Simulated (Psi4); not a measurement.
# CH6BN− (SMILES [BH2-]NC): UHF/3-21G

What is the energy change on altering one bond length of CH6BN− at UHF/3-21G? 

Program for the calculation: Psi4 1.11.

2 further runs of the same task are left out: 2 set aside as unsound or not needed.

## 1. The molecule

CH6BN− has 9 atoms, charge -1, and is taken as a doublet. As SMILES, `[BH2-]NC`. The shape is that of a GFN2-xTB optimisation.

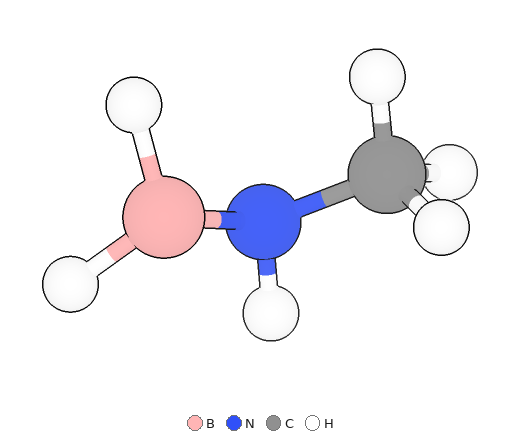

The structure, seen from a chosen angle (boron pink, nitrogen blue, carbon grey, hydrogen white).

## 2. Energy and gradient at UHF/3-21G

Input file run.py:

```python
import psi4

psi4.set_memory(1600000000)
psi4.set_num_threads(1)
psi4.set_output_file('psi4.out', False)

molecule = psi4.geometry("""
-1 2
B     -0.456320     0.668700    -1.196350
N     -0.238520     0.436010     0.349840
C      0.493030    -0.737430     0.704150
H     -1.253040    -0.177580    -1.642960
H     -0.846250     1.835380    -1.384020
H      0.223410     1.251260     0.750660
H     -0.012750    -1.603660     0.267280
H      1.560010    -0.782310     0.347900
H      0.530430    -0.890380     1.803490
units angstrom
symmetry c1
""")

psi4.set_options({
    'basis': '3-21G',
    'reference': 'uhf',
    'puream': True,
    'e_convergence': 1e-09,
    'd_convergence': 1e-08,
    'scf_type': 'pk',
    'maxiter': 200,
})

e, wfn = psi4.gradient('hf', molecule=molecule, return_wfn=True)
psi4.oeprop(wfn, 'MAYER_INDICES', 'QUADRUPOLE', 'LOWDIN_CHARGES')
print('gradient / Eh bohr^-1')
print(e.np.round(6))
print(f'energy = {wfn.energy():.10f} Eh')
for k, v in sorted(psi4.core.scalar_variables().items()):
    print(f'{k:45s} {v:18.10f}')
```

Command:

```
$ python run.py
```

psi4.out (excerpt; [...] marks lines left out):

```text
[...]
  Running in c1 symmetry.
[...]
  Nuclear repulsion =   68.874971085849580
[...]
  Multiplicity = 2
[...]
  Nalpha       = 13
  Nbeta        = 12
[...]
    Number of basis functions: 39
[...]
   @UHF iter   1:  -119.64093275268476   -8.87229e-01   9.57317e-03 ADIIS/DIIS
[...]
   @UHF iter  15:  -119.73436404778673   -4.26326e-13   3.98537e-09 DIIS
[...]
   @S^2 Observed:                7.548112838E-01
[...]
    Orbital Energies [Eh]
    ---------------------
    Alpha Occupied:
       1A    -15.216473     2A    -11.001612     3A     -7.265812
       4A     -0.943022     5A     -0.685592     6A     -0.459737
       7A     -0.411022     8A     -0.378628     9A     -0.330636
      10A     -0.228294    11A     -0.190045    12A     -0.166037
      13A      0.008504
    Alpha Virtual:
      14A      0.451939    15A      0.507041    16A      0.510703
      17A      0.524806    18A      0.584605    19A      0.600596
      20A      0.633416    21A      0.682909    22A      0.908842
      23A      0.920592    24A      1.011225    25A      1.114570
[...]
  @UHF Final Energy:  -119.73436404778673
   => Energetics <=
    Nuclear Repulsion Energy =             68.8749710858495803
    One-Electron Energy =                -302.8043671532802819
    Two-Electron Energy =                 114.1950320196439748
    Total Energy =                       -119.7343640477867268
  UHF NO Occupations:
  HONO-2 :   11  A 1.9992710
  HONO-1 :   12  A 1.9988224
[...]
  -Total Gradient:
     Atom            X                  Y                   Z
    ------   -----------------  -----------------  -----------------
       1        0.016400445131    -0.001047651952    -0.008313404653
       2       -0.004008168444    -0.027518335019     0.010133807580
       3       -0.019210972868     0.025462502608    -0.010283340937
       4       -0.005854485551    -0.001476772674     0.003624276077
       5       -0.003517865620     0.003084779543     0.002749613020
       6        0.005590231352     0.004089039140    -0.000135377963
       7       -0.003801127363    -0.002827927656    -0.003316192183
       8        0.013819685119    -0.000174242441    -0.003315562092
       9        0.000582258245     0.000408608449     0.008856181151
[...]
 Multipole Moments:
 ------------------------------------------------------------------------------------
     Multipole            Electronic (a.u.)      Nuclear  (a.u.)        Total (a.u.)
 ------------------------------------------------------------------------------------
 L = 1.  Multiply by 2.5417464519 to convert [e a0] to [Debye]
 Dipole X            :          0.2104658            0.8683410            1.0788068
 Dipole Y            :          0.6673278           -1.4438524           -0.7765245
 Dipole Z            :          0.5759605            1.2385245            1.8144850
 Magnitude           :                                                    2.2492600
 L = 2.  Multiply by 1.3450342976 to convert [e a0^2] to [Debye ang]
 Quadrupole XX       :        -49.5640683           28.3252400          -21.2388283
 Quadrupole XY       :         27.0650690          -25.4269583            1.6381107
[...]
```

Standard output:

```text
gradient / Eh bohr^-1
[[ 0.0164   -0.001048 -0.008313]
 [-0.004008 -0.027518  0.010134]
 [-0.019211  0.025463 -0.010283]
 [-0.005854 -0.001477  0.003624]
 [-0.003518  0.003085  0.00275 ]
 [ 0.00559   0.004089 -0.000135]
 [-0.003801 -0.002828 -0.003316]
 [ 0.01382  -0.000174 -0.003316]
 [ 0.000582  0.000409  0.008856]]
energy = -119.7343640478 Eh
CURRENT ENERGY                                   -119.7343640478
CURRENT REFERENCE ENERGY                         -119.7343640478
DD SOLVATION ENERGY                                 0.0000000000
HF KINETIC ENERGY                                 119.5118472078
HF POTENTIAL ENERGY                              -239.2462112555
HF TOTAL ENERGY                                  -119.7343640478
HF VIRIAL RATIO                                     2.0018618810
NUCLEAR REPULSION ENERGY                           68.8749710858
ONE-ELECTRON ENERGY                              -302.8043671533
PCM POLARIZATION ENERGY                             0.0000000000
PE ENERGY                                           0.0000000000
SCF ITERATION ENERGY                             -119.7343640478
SCF ITERATIONS                                     15.0000000000
SCF TOTAL ENERGY                                 -119.7343640478
TWO-ELECTRON ENERGY                               114.1950320196
```

Wall time 1.1 s (1 thread of AMD EPYC 9R45 (Zen 5), shared host); peak memory 0.18 GiB.

## 3. The distorted shape: the energy at UHF/3-21G

Input file ch6bn.dat:

```
memory 1600 mb

molecule m {
  -1 2
  B     -0.501199     0.852236    -2.515529
  N     -0.283399     0.619546    -0.969339
  C      0.448151    -0.553894    -0.615029
  H     -1.297919     0.005956    -2.962139
  H     -0.891129     2.018916    -2.703199
  H      0.178531     1.434796    -0.568519
  H     -0.057629    -1.420124    -1.051899
  H      1.515131    -0.598774    -0.971279
  H      0.530430    -0.890380     1.803490
  symmetry c1
  no_reorient
  no_com
}

set basis 3-21G
set reference uhf
set puream true
set e_convergence 1e-09
set d_convergence 1e-08
set scf_type pk
set maxiter 200

energy_value, wavefunction = energy('hf', return_wfn=True)
oeprop(wavefunction, 'MAYER_INDICES', 'WIBERG_LOWDIN_INDICES', 'QUADRUPOLE', title='HF')
print_variables()
```

Command:

```
$ psi4 -n 1 ch6bn.dat ch6bn.out
```

ch6bn.out (excerpt; [...] marks lines left out):

```text
[...]
  Running in c1 symmetry.
[...]
  Nuclear repulsion =   66.147392394100038
[...]
  Multiplicity = 2
[...]
  Nalpha       = 13
  Nbeta        = 12
[...]
    Number of basis functions: 39
[...]
   @UHF iter   1:  -119.47230182771057   -1.10483e+00   9.36284e-03 DIIS/ADIIS
[...]
   @UHF iter  24:  -119.56887231903809   -9.94760e-13   4.58588e-09 DIIS
[...]
   @S^2 Observed:                7.698755342E-01
[...]
    Orbital Energies [Eh]
    ---------------------
    Alpha Occupied:
       1A    -15.309214     2A    -10.938818     3A     -7.420272
       4A     -0.977644     5A     -0.646028     6A     -0.522781
       7A     -0.416938     8A     -0.345990     9A     -0.323103
      10A     -0.295076    11A     -0.208949    12A     -0.140466
      13A     -0.039536
    Alpha Virtual:
      14A      0.238747    15A      0.431046    16A      0.499404
      17A      0.503816    18A      0.537064    19A      0.555984
      20A      0.583960    21A      0.693519    22A      0.806934
      23A      0.830218    24A      0.901467    25A      1.070164
[...]
  @UHF Final Energy:  -119.56887231903809
   => Energetics <=
    Nuclear Repulsion Energy =             66.1473923941000379
    One-Electron Energy =                -296.5612620856030617
    Two-Electron Energy =                 110.8449973724649169
    Total Energy =                       -119.5688723190380927
  UHF NO Occupations:
  HONO-2 :   11  A 1.9990952
  HONO-1 :   12  A 1.9922068
[...]
 Multipole Moments:
 ------------------------------------------------------------------------------------
     Multipole            Electronic (a.u.)      Nuclear  (a.u.)        Total (a.u.)
 ------------------------------------------------------------------------------------
 L = 1.  Multiply by 2.5417464519 to convert [e a0] to [Debye]
 Dipole X            :          3.5702602           -3.4458532            0.1244070
 Dipole Y            :        -10.0653594           11.0077076            0.9423482
 Dipole Z            :         55.2955749          -55.7596518           -0.4640769
 Magnitude           :                                                    1.0577640
 L = 2.  Multiply by 1.3450342976 to convert [e a0^2] to [Debye ang]
 Quadrupole XX       :        -49.5076518           28.9760487          -20.5316031
 Quadrupole XY       :         30.3658495          -27.5060322            2.8598173
[...]
```

It took 1.2 s on 1 thread of AMD EPYC 9R45 (Zen 5), shared host; peak memory 0.18 GiB.

## 4. What came out

Level: UHF/3-21G.

| quantity | value |
| --- | --- |
| first shape: total energy | -119.73436 Eh |
| first shape: HOMO energy (highest over α and β) | 0.23 eV |
| first shape: LUMO energy (lowest over α and β) | 11.22 eV |
| first shape: ⟨S²⟩ | 0.755 |
| first shape: largest force on an atom | 1.723 eV/Å |
| distorted shape: total energy | -119.56887 Eh |
| distorted shape: HOMO energy (highest over α and β) | 0.89 eV |
| distorted shape: LUMO energy (lowest over α and β) | 6.50 eV |
| distorted shape: ⟨S²⟩ | 0.770 |
| energy change with the C3–H9 bond stretched from 1.111 to 2.443 Å | 4.503 eV |

**Reading.** With the C3–H9 bond stretched from 1.111 to 2.443 Å the energy rises by 4.50 eV (104 kcal/mol). The first shape isn't relaxed at this level, so the change isn't measured from a minimum. The largest force (first shape) is 1.72 eV/Å: the shape isn't a stationary point for this species at this level. The HOMO (first shape) lies at positive energy, 0.23 eV: the electron is unbound at this level or held by a compact basis; values depend on the basis. The HOMO (distorted shape) lies at positive energy, 0.89 eV: the electron is unbound at this level or held by a compact basis; values depend on the basis.
